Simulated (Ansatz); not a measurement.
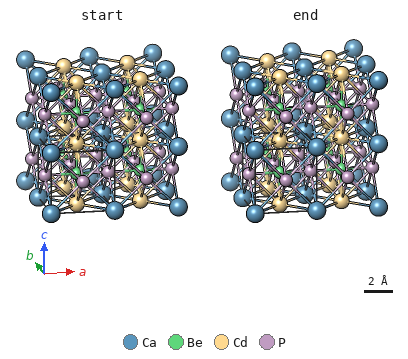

The structure of solid CaBeCdP$_{2}$ (a generated structure, set up in P4/mmm) before (left) and after (right) a relaxation, at one scale.

A ball-and-stick model of the cell of the calculation, repeated 2 × 2 × 2 with one cell outlined, seen slightly off an axis.

These are results of DFT PBE, scalar-relativistic, plane waves, PAW (Ansatz), not measurements.

Input
```yaml
crystal:
  lattice:
    - [4.66583451, 0.0, 0.0]
    - [0.0, 4.66583451, 0.0]
    - [0.0, 0.0, 4.50421133]
  atoms:
    - { symbol: Ca, position: [0.0, 0.0, 0.0] }
    - { symbol: Be, position: [0.5, 0.5, 0.5] }
    - { symbol: Cd, position: [0.5, 0.5, 0.0] }
    - { symbol: P, position: [0.5, 0.0, 0.5] }
    - { symbol: P, position: [0.0, 0.5, 0.5] }
basis:
  ecutwfc: 420
kpoints:
  mp_grid: { grid: [8, 8, 8] }
hamiltonian:
  xc: pbe
scf:
  occupations: { method: gaussian, width: 0.1 }
output:
  forces: true
  stress: true
  eigenvalues: true
  write_density: true
  write_potential: true
  elf: true
  volumetric_format: npy
relax:
  adjacent_minimum: "off"
  f_tol: 0.01
  max_steps: 80
  cell: { stress_tol: 0.05 }
```

Run as
```bash
ansatz run input.yaml --threads 1 --pin off --max-ram 2048MiB --backend cpu --events-out ev --progress --plain --runs-dir out
```

Q: Describe what moved and what it gained.

A: The energy falls by 16.0 meV per atom in 4 accepted moves (5 points after the start). All forces vanish by symmetry, so only the cell relaxes. The pressure goes from −0.87 to 0.00 GPa. The SCF was repeated once at an unchanged geometry on a basis and grid sized afresh for the cell, which shifted the energy by less than 0.05 meV per atom at most. No atom moves by more than 0.005 Å relative to the cell. The drawn cell changes as follows: a = b 4.666 → 4.522 Å (−3.1 %), c 4.504 → 4.720 Å (+4.8 %); the volume changes by −1.6 %. Among the contacts that change: Be2–Cd3 2.252 → 2.360 Å, Ca1–Cd3 3.299 → 3.198 Å, Be2–P4 2.333 → 2.261 Å, Cd3–P4 3.243 → 3.268 Å. Among the angles between lasting bonds that change: Ca1–P4–Ca1 88.0° → 92.5°, Ca1–P4–Ca1 92.0° → 87.5°. The space group stays P4/mmm (No. 123). Cost: 72 s on 1 thread of Intel(R) Xeon(R) Platinum 8488C (Sapphire Rapids) (shared host), peak memory 0.54 GiB.
